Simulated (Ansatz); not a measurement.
# Tc of Ba (Im-3m) from its phonons, part 2 of 2

What Tc do the phonons of Ba (Im-3m) give, and how does it depend on μ*? The cell shown first is a relaxed one, from steps not shown here.

Ansatz 0.2.0; DFT PBE, scalar-relativistic, plane waves, PAW.

So far, log mean phonon energy ħω_log (meV): step 2 (coupling and resistivity: q 4×4×4, k 12×12×12, scattering …) 4.88.

## (3) Coupling and resistivity: q 4×4×4, k 16×16×16, scattering 20×20×20

The next rung changes the k mesh of the density and its response; the scattering mesh, which samples the Fermi surface.

input.yaml reads:

```yaml
crystal:
  lattice:
    - [-2.5065, 2.5065, 2.5065]
    - [2.5065, -2.5065, 2.5065]
    - [2.5065, 2.5065, -2.5065]
  atoms:
    - { symbol: Ba, position: [0.0, 0.0, 0.0] }
kpoints:
  mp_grid: { grid: [16, 16, 16] }
hamiltonian:
  xc: pbe
scf:
  occupations: { method: methfessel_paxton, width: 0.2 }
output:
  eigenvalues: true
phonons:
  method: dfpt
  qmesh: [4, 4, 4]
  temperatures: { t_max: 1000, t_step: 50 }
  qpath:
    path:
      - [[0.0, 0.0, 0.0], [0.5, -0.5, 0.5], [0.0, 0.0, 0.5], [0.0, 0.0, 0.0], [0.25, 0.25, 0.25], [0.5, -0.5, 0.5]]
      - [[0.25, 0.25, 0.25], [0.0, 0.0, 0.5]]
    npoints: 10
  electrical_resistivity:
    mesh: [20, 20, 20]
    temperatures: [20.0, 50.0, 80.0, 100.0, 150.0, 200.0, 273.0, 300.0, 400.0, 500.0, 600.0, 800.0]
  superconductivity: { mesh: [20, 20, 20] }
```

Launch:

```
ansatz run input.yaml --threads 4 --pin off --max-ram 12288MiB --backend cpu --events-out ev --progress --plain --runs-dir out
```

Numbers of over 12 decimals in the logs are rounded to 6 here.

The log of the run:

```text
[...]
Crystal: 1 atoms, lattice volume = 62.989 Å³
Basis set: ecut = 420 eV, 1253 PW (Γ), exchange–correlation on 60×60×60 points (8 copies of the dense FFT grid, shifted against one another)
Bands: 9, of which v1, the nominal top of the filled ones, is band 5 counted from 1 (4 counted from 0)
Symmetry: 48 space group operations
k-points: 145 of 4096
[...]
SCF iter   1: F=—  HF=-5949.539634 eV  |F-HF|=—  |Δ(HF+E_count)|=         —  Δρ=1.02e-3  dr2=1.00e-3  ethr=1.77e-3  ⟨swp⟩=7.2  Hψ=12279  notcnv=0
[...]
SCF iter   8: F=-5949.539676 eV  HF=-5949.539676 eV  |F-HF|=1.82e-12  |Δ(HF+E_count)|=  9.82e-11  S|Δr|=    0.00e0  Δρ=1.03e-7  dr2=3.25e-12  ethr=1.00e-12  ⟨swp⟩=6.1  Hψ=5733  notcnv=0
SCF 1 converged in 8 iterations: F = -5949.539676 eV  dr2 = 3.25e-12
[...]
NSCF: frozen V_eff on 145 k-points
[...]
SCF iter   1: F=—  HF=-5949.539634 eV  |F-HF|=—  |Δ(HF+E_count)|=         —  Δρ=1.02e-3  dr2=1.00e-3  ethr=1.77e-3  ⟨swp⟩=7.2  Hψ=12279  notcnv=0
[...]
SCF iter   8: F=-5949.539676 eV  HF=-5949.539676 eV  |F-HF|=0.00e0  |Δ(HF+E_count)|=  9.82e-11  S|Δr|=    0.00e0  Δρ=1.03e-7  dr2=3.26e-12  ethr=1.00e-12  ⟨swp⟩=3.0  Hψ=3155  notcnv=0
SCF 2 converged in 8 iterations: F = -5949.539676 eV  dr2 = 3.26e-12
[...]
SCF converged after 8 iterations
[...]
Free energy (F): -5949.539676 eV
[...]
Internal energy: -5949.541144 eV  (E = F + TS)
E sigma→0 (E₀):  -5949.540043 eV
Entropy (-TS):   0.001468 eV (1.468 meV/atom)
Fermi energy:    5.819952 eV
[...]
--- Band table (eV; the first three rows and the last of 145) ---
[...]
ASR residual: 3.320e-5 → 0.000e0 eV/Å²; symmetrization residual: 6.206e-14 eV/Å²
  ASR residual per site (eV/Å²): 3.32e-5
  Γ frequencies (cm⁻¹): 0.00 0.00 0.00
--- Phonons (arbitrary-q DFPT): 8 irreducible q on the 4×4×4 mesh ---
[...]
interpolated dispersion: 62 rows × 3 modes
[...]
--- Electrical resistivity: potentials and phonons of a 4×4×4 supercell ---
[...]
at the Fermi level of each mesh (of a tensor a third of its trace):
[...]
20×20×20                     0.5894              2.7892    0.2286    0.2105           4.872
       10×10×10                     0.6155              2.8353    0.2363    0.2170           4.890
          5×5×5                     0.5178              2.6935    0.2043    0.1920           4.284
  resistivity on the deck's mesh, µΩ·cm:
[...]
20.00     7.3288e-1              no     7.3288e-1     7.3288e-1     7.3288e-1        1.0291e0         7.7923e-1
     50.00      4.0687e0             yes      4.0687e0      4.0687e0      4.0687e0        4.7193e0          4.1209e0
     80.00      7.2477e0             yes      7.2477e0      7.2477e0      7.2477e0        8.2609e0          7.3071e0
    100.00      9.2918e0             yes      9.2918e0      9.2918e0      9.2918e0        1.0560e1          9.3592e0
    150.00      1.4322e1             yes      1.4322e1      1.4322e1      1.4321e1        1.6239e1          1.4409e1
    200.00      1.9332e1             yes      1.9332e1      1.9332e1      1.9332e1        2.1912e1          1.9434e1
    273.00      2.6697e1              no      2.6697e1      2.6697e1      2.6697e1        3.0282e1          2.6801e1
    300.00      2.9447e1              no      2.9447e1      2.9447e1      2.9447e1        3.3425e1          2.9545e1
    400.00      3.9790e1              no      3.9790e1      3.9790e1      3.9790e1        4.5335e1          3.9828e1
    500.00      5.0426e1              no      5.0426e1      5.0426e1      5.0426e1        5.7766e1          5.0340e1
    600.00      6.1362e1              no      6.1362e1      6.1362e1      6.1362e1        7.0716e1          6.1081e1
    800.00      8.3948e1              no      8.3948e1      8.3948e1      8.3948e1        9.8311e1          8.3066e1
[...]
vibrations of 64 cells: unjudged by the run; compare a larger repeat
[...]
--- Superconductivity: potentials and phonons of a 4×4×4 supercell ---
           mesh         λ    ħω_log (meV)  μ* declared at (meV)
       20×20×20    0.2286           4.872                5.610
       10×10×10    0.2363           4.890                5.605
          5×5×5    0.2043           4.284                5.090
  λ by the species' shares of the modes' patterns: Ba 0.2286
[...]
0.08      0.004         0.004    none_found    none_found    none_found    none_found     none_found
      0.10      0.001         0.001    none_found    none_found    none_found    none_found     none_found
      0.12      0.000         0.000    none_found    none_found    none_found    none_found     none_found
      0.13      0.000         0.000    none_found    none_found    none_found    none_found     none_found
      0.14      0.000         0.000    none_found    none_found    none_found    none_found     none_found
      0.16      0.000         0.000    none_found    none_found    none_found    none_found     none_found
      0.20      0.000         0.000    none_found    none_found    none_found    none_found     none_found
  none_found: no transition down to 0.1 K
[...]
vibrations of 64 cells: unjudged by the run; compare a larger repeat
[...]
```

Run time: 9.8 min. Hardware: 4 threads of Arm Neoverse V1, shared host; peak memory 9 GiB.

This step gave:

| Quantity | Value |
| --- | --- |
| highest frequency, solved or plainly interpolated | 75.31 cm⁻¹ |
| resistivity at 300 K | 29.45 μΩ cm |
| coupling constant λ | 0.2286 |
| density of states at the Fermi level | 0.5894 states/eV a spin and cell |
| log mean phonon energy ħω_log | 4.872 meV |
| transport coupling constant λ_tr | 0.2105, 0.2105, 0.2105 (xx, yy, zz) |
| Drude plasma energy | 2.789, 2.789, 2.789 eV (xx, yy, zz) |
| resistivity times mean free path | 25.6, 25.6, 25.6 × 10⁻¹⁶ Ω m² (xx, yy, zz) |
| second-moment phonon energy ħω₂ | 5.61 meV |
| coupling λ by branch | 0.136, 0.0525, 0.0404 (branches by rank of frequency) |

An empty cell: under 1 mK by a formula, or no transition down to the floor of the Eliashberg search. Transition temperatures:

```tsv
μ*	McMillan Tc (K)	Allen–Dynes Tc (K)
0.08	0.00428	0.00431
0.1	-	-
0.12	-	-
0.13	-	-
0.14	-	-
0.16	-	-
0.2	-	-
```

Between step 2 and this run (k-mesh 16×16×16 and scattering mesh 20×20×20) the value for the log mean phonon energy ħω_log moves from 4.88 meV to 4.87 meV.

## (4) Resistivity: q 4×4×4, k 16×16×16, scattering 28×28×28

The next rung changes the scattering mesh, which samples the Fermi surface.

input.yaml: that of step 3 with these lines changed.

```diff
@@ -25,4 +25,4 @@
   electrical_resistivity:
-    mesh: [20, 20, 20]
+    mesh: [28, 28, 28]
     temperatures: [20.0, 50.0, 80.0, 100.0, 150.0, 200.0, 273.0, 300.0, 400.0, 500.0, 600.0, 800.0]
-  superconductivity: { mesh: [20, 20, 20] }
+  superconductivity: { mesh: [28, 28, 28] }
```

The log of the run:

```text
[...]
Crystal: 1 atoms, lattice volume = 62.989 Å³
Basis set: ecut = 420 eV, 1253 PW (Γ), exchange–correlation on 60×60×60 points (8 copies of the dense FFT grid, shifted against one another)
Bands: 9, of which v1, the nominal top of the filled ones, is band 5 counted from 1 (4 counted from 0)
Symmetry: 48 space group operations
k-points: 145 of 4096
[...]
SCF iter   1: F=—  HF=-5949.539634 eV  |F-HF|=—  |Δ(HF+E_count)|=         —  Δρ=1.02e-3  dr2=1.00e-3  ethr=1.77e-3  ⟨swp⟩=7.2  Hψ=12279  notcnv=0
[...]
SCF iter   8: F=-5949.539676 eV  HF=-5949.539676 eV  |F-HF|=1.82e-12  |Δ(HF+E_count)|=  9.82e-11  S|Δr|=    0.00e0  Δρ=1.03e-7  dr2=3.25e-12  ethr=1.00e-12  ⟨swp⟩=6.1  Hψ=5733  notcnv=0
SCF 1 converged in 8 iterations: F = -5949.539676 eV  dr2 = 3.25e-12
[...]
SCF iter   1: F=—  HF=-5949.539634 eV  |F-HF|=—  |Δ(HF+E_count)|=         —  Δρ=1.02e-3  dr2=1.00e-3  ethr=1.77e-3  ⟨swp⟩=7.2  Hψ=12279  notcnv=0
[...]
SCF iter   8: F=-5949.539676 eV  HF=-5949.539676 eV  |F-HF|=0.00e0  |Δ(HF+E_count)|=  9.82e-11  S|Δr|=    0.00e0  Δρ=1.03e-7  dr2=3.26e-12  ethr=1.00e-12  ⟨swp⟩=3.0  Hψ=3155  notcnv=0
SCF 2 converged in 8 iterations: F = -5949.539676 eV  dr2 = 3.26e-12
[...]
SCF converged after 8 iterations
[...]
Free energy (F): -5949.539676 eV
[...]
Internal energy: -5949.541144 eV  (E = F + TS)
E sigma→0 (E₀):  -5949.540043 eV
Entropy (-TS):   0.001468 eV (1.468 meV/atom)
Fermi energy:    5.819952 eV
[...]
--- Band table (eV; the first three rows and the last of 145) ---
[...]
ASR residual: 3.320e-5 → 0.000e0 eV/Å²; symmetrization residual: 6.206e-14 eV/Å²
  ASR residual per site (eV/Å²): 3.32e-5
  Γ frequencies (cm⁻¹): 0.00 0.00 0.00
--- Phonons (arbitrary-q DFPT): 8 irreducible q on the 4×4×4 mesh ---
[...]
interpolated dispersion: 62 rows × 3 modes
[...]
--- Electrical resistivity: potentials and phonons of a 4×4×4 supercell ---
[...]
at the Fermi level of each mesh (of a tensor a third of its trace):
[...]
28×28×28                     0.5925              2.7896    0.2295    0.2111           4.880
       14×14×14                     0.5972              2.7605    0.2304    0.2133           4.826
          7×7×7                     0.5466              2.7148    0.2072    0.1950           4.720
  resistivity on the deck's mesh, µΩ·cm:
[...]
20.00     7.2734e-1              no     7.2734e-1     7.2734e-1     7.2734e-1        1.0254e0         7.7647e-1
     50.00      4.0646e0              no      4.0646e0      4.0646e0      4.0646e0        4.7127e0          4.1223e0
     80.00      7.2388e0              no      7.2388e0      7.2388e0      7.2388e0        8.2462e0          7.3032e0
    100.00      9.2764e0              no      9.2764e0      9.2764e0      9.2764e0        1.0538e1          9.3476e0
    150.00      1.4285e1             yes      1.4285e1      1.4285e1      1.4285e1        1.6196e1          1.4374e1
    200.00      1.9274e1             yes      1.9274e1      1.9274e1      1.9274e1        2.1849e1          1.9377e1
    273.00      2.6618e1             yes      2.6618e1      2.6618e1      2.6618e1        3.0196e1          2.6730e1
    300.00      2.9364e1             yes      2.9364e1      2.9364e1      2.9364e1        3.3335e1          2.9475e1
    400.00      3.9706e1             yes      3.9706e1      3.9706e1      3.9706e1        4.5230e1          3.9784e1
    500.00      5.0352e1             yes      5.0352e1      5.0352e1      5.0352e1        5.7649e1          5.0340e1
    600.00      6.1295e1             yes      6.1295e1      6.1295e1      6.1295e1        7.0577e1          6.1126e1
    800.00      8.3880e1             yes      8.3880e1      8.3880e1      8.3880e1        9.8088e1          8.3175e1
[...]
not converged in the mesh (λ_tr; the resistivity at 20 K by 4.29 %; the resistivity at 50 K by 2.63 %; the resistivity at 80 K by 2.29 %; the resistivity at 100 K by 2.15 %): between neighbouring meshes, the two finest first, λ moves by 0.40 % and 10.09 %, λ_tr by 1.05 % and 8.59 % and the resistivity by up to 4.29 % and 5.38 %; an estimate, no bound, puts it up to 9.3e-7 % above the Boltzmann equation's exact value after up to 5 iterations (at most 30 are made, fewer where the estimate is under 1.0e-6 % of each spin channel's own resistivity)
  vibrations of 64 cells: unjudged by the run; compare a larger repeat
[...]
--- Superconductivity: potentials and phonons of a 4×4×4 supercell ---
           mesh         λ    ħω_log (meV)  μ* declared at (meV)
       28×28×28    0.2295           4.880                5.627
       14×14×14    0.2304           4.826                5.572
          7×7×7    0.2072           4.720                5.437
  λ by the species' shares of the modes' patterns: Ba 0.2295
[...]
0.08      0.005         0.005    none_found    none_found    none_found    none_found     none_found
      0.10      0.001         0.001    none_found    none_found    none_found    none_found     none_found
      0.12      0.000         0.000    none_found    none_found    none_found    none_found     none_found
      0.13      0.000         0.000    none_found    none_found    none_found    none_found     none_found
      0.14      0.000         0.000    none_found    none_found    none_found    none_found     none_found
      0.16      0.000         0.000    none_found    none_found    none_found    none_found     none_found
      0.20      0.000         0.000    none_found    none_found    none_found    none_found     none_found
  none_found: no transition down to 0.1 K
[...]
converged in the mesh: between neighbouring meshes, the two finest first, λ moves by 0.40 % and 10.09 % and the anisotropic transition temperature over the full bandwidth at μ* = 0.13 by nothing (neither mesh has one) and nothing (neither mesh has one); converged means that the two finest part by at most 2.00 % and 5.00 %
  vibrations of 64 cells: unjudged by the run; compare a larger repeat
[...]
```

Elapsed: 12 min, on 4 threads; peak memory 9 GiB; 46 min of CPU time.

Numbers from this step:

| Item | Value |
| --- | --- |
| resistivity at 300 K | 29.36 μΩ cm |
| coupling constant λ | 0.2295 |
| density of states at the Fermi level | 0.5925 states/eV a spin and cell |
| log mean phonon energy ħω_log | 4.88 meV |
| transport coupling constant λ_tr | 0.2111, 0.2111, 0.2111 (xx, yy, zz) |
| Drude plasma energy | 2.79, 2.79, 2.79 eV (xx, yy, zz) |
| resistivity times mean free path | 25.49, 25.49, 25.49 × 10⁻¹⁶ Ω m² (xx, yy, zz) |
| second-moment phonon energy ħω₂ | 5.627 meV |
| coupling λ by branch | 0.135, 0.0529, 0.0413 (branches by rank of frequency) |

An empty cell: under 1 mK by a formula, or no transition down to the floor of the Eliashberg search. Transition temperatures:

```tsv
μ*	McMillan Tc (K)	Allen–Dynes Tc (K)
0.08	0.0045	0.00454
0.1	-	-
0.12	-	-
0.13	-	-
0.14	-	-
0.16	-	-
0.2	-	-
```

The Eliashberg function α²F has structure finer than the step of the table below, so its rows give means over 0.5 meV, whole bins alone (the curve runs from 0.036 to 9.30 meV). Peaks (meV: height): α²F 5.00: 0.110, 6.89: 0.161, 8.57: 0.184; α²F tr 4.49: 0.104, 6.82: 0.173, 8.57: 0.216.

Table of Eliashberg function α²F by phonon energy; means over each step:

```tsv
phonon energy (meV)	α²F	α²F tr
0.5	2.7e-4	5.4e-5
1.0	0.00166	5.6e-4
1.5	0.00373	0.00166
2.0	0.00705	0.00362
2.5	0.0134	0.00781
3.0	0.0586	0.0354
3.5	0.0923	0.0710
4.0	0.0979	0.0935
4.5	0.106	0.103
5.0	0.0976	0.0896
5.5	0.0681	0.0728
6.0	0.0647	0.0721
6.5	0.113	0.124
7.0	0.129	0.135
7.5	0.0862	0.0744
8.0	0.0827	0.0811
8.5	0.126	0.145
9.0	0.0613	0.0685
```

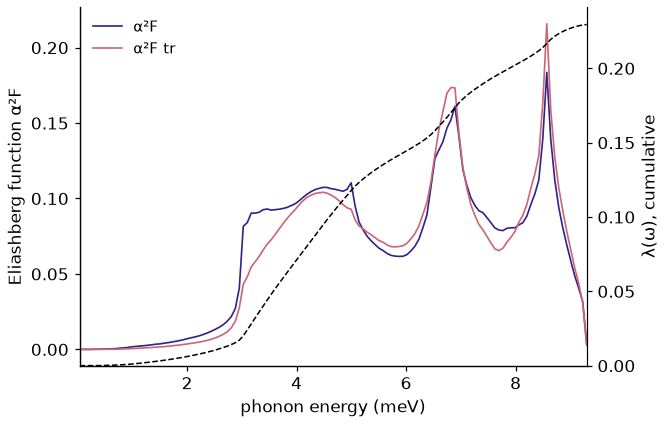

Eliashberg function α²F, plotted against phonon energy. The dashed line is the running λ.

## (5) Outcome

- meshes: q 4×4×4, k 16×16×16, scattering 28×28×28
- coupling constant λ: 0.230
- log mean phonon energy ħω_log: 4.88 meV

**Reading.** In the last run (PBE, q 4×4×4, k 16×16×16, scattering 28×28×28), with λ = 0.23 and ħω_log = 4.88 meV, Tc at μ* = 0.13 is under 1 mK by the formulas. Wikipedia's list of superconducting elements holds no transition of Ba at normal pressure, in line with the calculation. In that run Allen and Dynes's formula gives no transition above 0.05 K at μ* = 0.10 or more. The run's transport test calls it not converged in the mesh. Over the runs, λ takes the values 0.238, 0.229 and 0.230, in the order shown. μ* is a typed number, phonons are harmonic, and spin fluctuations are left out; with λ this near or under μ*(1 + 0.62 λ), the formulas give Tc only to its order of magnitude, or none.

[Logs are printed without paths, hosts, clocks, repeated set-up lines and the standing remarks that a program may print on its own settings, such as how far it seeks lower states.]

[Hosts, paths, dates, database ids (printed as entryN), source tags and the programs' standing remarks are cut or masked in the printed files.]
